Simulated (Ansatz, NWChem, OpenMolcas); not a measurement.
## Computed against measured: atomisation enthalpy at 298 K

10 molecules holding an element past argon; the atomisation enthalpy at 298 K in kJ/mol, computed less measured. Shapes, held fixed at every level: PBE0-D4/def2-TZVP. Thermal terms are harmonic and unscaled (PBE0-D4/def2-TZVP); the spin-orbit lowering of the free atoms is taken from their spectra. Programs: Ansatz 0.2.0, NWChem 7.3.0, OpenMolcas 26.06. A level may come from different programs for different species; with the same settings they agree closely. Measured values: Active Thermochemical Tables, CRC Handbook of Chemistry and Physics, NIST-JANAF tables.

Levels: A = HF/3-21G; B = B3LYP-D4/def2-TZVPP; C = wB97X-V/def2-TZVPP; D = MP2/def2-SVP.

```csv
molecule,from tabulated heats,A,B,C,D
BI3 (boron triiodide),819,-388,+19,+25,+23
CBr2Cl2 (dibromodichloromethane),1180,-767,-49,-17,-78
CBr2F2 (SMILES FC(F)(Br)Br),1484,-812,-30,-3,-42
CH3Br (bromomethane),1519,-463,-5,-5,-83
CH3I (methyl iodide),1463,-453,-9,-12,-93
CHBrCl2 (bromodichloromethane),1341,-692,-31,-6,-85
CHBrClF (bromochlorofluoromethane),1479,-729,-23,-2,-69
C2H3I (SMILES C=CI),2064,-685,-8,-17,-94
C2H3BrO (acetyl bromide),2639,-1024,-5,-7,-76
C2H5Br (bromoethane),2699,-785,-5,-4,-117
```

Question: Sum up the errors.

Answer: 
```csv
level,kind,mean error,mean absolute error,worst case
HF/3-21G,Hartree–Fock,-679.8,679.8,C2H3BrO
B3LYP-D4/def2-TZVPP,global hybrid,-14.6,18.4,CBr2Cl2
wB97X-V/def2-TZVPP,range-separated hybrid,-4.8,9.8,BI3
MP2/def2-SVP,perturbation theory,-71.4,76.0,C2H5Br
```

On this set wB97X-V/def2-TZVPP has the smallest mean absolute error and HF/3-21G the largest. HF/3-21G is too low in 10 of 10; B3LYP-D4/def2-TZVPP is too low in 9 of 10; wB97X-V/def2-TZVPP is too low in 9 of 10; MP2/def2-SVP is too low in 9 of 10. The heats of C2H3BrO come from older tables and can be uncertain by 10 kJ/mol or more. The molecules' own spin-orbit binding is left out, so errors for heavy halides read too negative. Heats of the atoms come from ATcT where it has them, that of boron, 570 kJ/mol, from recent work. The levels differ in basis as well as in method. With so many references in doubt the order of the levels isn't settled. The tabulated value of BI3 is in doubt (older tables, estimates, or at odds with other calculations) and kept here. Over the 9 molecules whose values aren't doubted the mean absolute errors are A 712.2; B 18.3; C 8.1; D 81.9. Hartree–Fock lacks correlation and underbinds. Correlated wave functions converge slowly with the basis. For atoms past krypton def2 sets carry core potentials with scalar relativity. All-electron rows are non-relativistic unless named. Relativity is left out for Br. Outer-core shells of Br, I are correlated, in sets that cover them unevenly. The set is small.

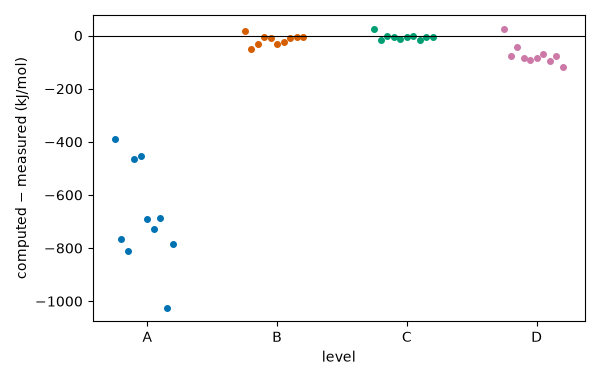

Errors of each level, one point a molecule.
